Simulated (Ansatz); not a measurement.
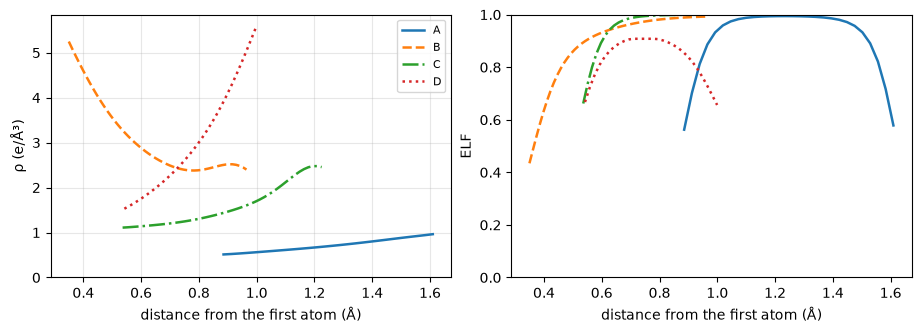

Figure. AlBH₄O (SMILES O[BH][AlH2]). Electron density and electron localisation function along straight lines between neighbouring atoms. The curves leave out the atomic cores.

These are results of Ansatz, RKS PBE0-D4/def2-SVP, not measurements.

Input file:

```
crystal:
  periodic: [false, false, false]
  atoms:
    - { symbol: O, position_ang: [-1.6515, 0.2651, -0.6549] }
    - { symbol: B, position_ang: [-0.2535, 0.1948, -0.7919] }
    - { symbol: Al, position_ang: [0.8886, 0.0006, 0.8852] }
    - { symbol: H, position_ang: [-1.9537, -0.6129, -0.7142] }
    - { symbol: H, position_ang: [0.2585, 0.2231, -1.8755] }
    - { symbol: H, position_ang: [0.2378, -0.0237, 2.3405] }
    - { symbol: H, position_ang: [2.535, -0.115, 0.7651] }
basis:
  gaussian: { orbitals: def2-SVP }
hamiltonian:
  xc: pbe0
  dispersion: d4
relax:
  f_tol: 0.02
  max_steps: 40
scf:
  lower_state_search: "off"
output:
  orbitals: {}
```

Run with:

```sh
ansatz run input.yaml --threads 1 --pin off --max-ram 2048MiB --backend cpu --events-out ev --progress --plain --runs-dir out
```

The fields are those of the run's last geometry, not of the input's.

### Which curve belongs to which contact (Al–B, B–H, B–O and O–H)? The first atom named is at distance zero.

Curve A: Al–B (2.15 Å): the density is about 0.6 e/Å³ at the midpoint; the ELF peaks at about 1 between the atoms (a shared electron pair). Curve B: O–H (0.96 Å): ρ at the midpoint is about 3.7 e/Å³; the ELF climbs to about 1 towards the hydrogen, as it does in any bond to H; an ordinary covalent bond to hydrogen. Curve C: B–H (1.22 Å): the density is about 1.1 e/Å³ at the midpoint; the ELF climbs to about 1 towards the hydrogen: a covalent bond by its length. Curve D: B–O (1.36 Å): ρ is about 2.1 e/Å³ halfway; the ELF peaks at about 0.90 between the atoms; a polar covalent bond.
